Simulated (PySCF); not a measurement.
Al(Br)2(OH), SMILES [OH][Al]([Br])[Br] at its B3LYP/def2-SVP optimised geometry (Å):

```
5

Al    -0.4650    -0.1381     0.0000
Br    -1.5588    -2.1043     0.0018
Br     1.7850    -0.1381     0.0000
O     -1.3030     1.2856     0.0000
H     -1.7850     2.1043    -0.0001
```

Computed with B3LYP/def2-TZVP (PySCF 2.14.0). Cells within 0.4 Å of a nucleus heavier than hydrogen are left out (blank, or x).

Map of the HOMO amplitude (bohr^(-3/2)) on the plane z = 0.0 Å; orbital energy -8.14 eV, overall sign arbitrary:

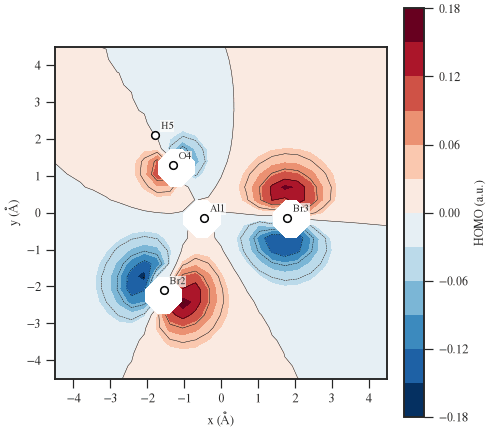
Fig. 1. HOMO amplitude (bohr^(-3/2)) on the plane z = 0.0 Å.
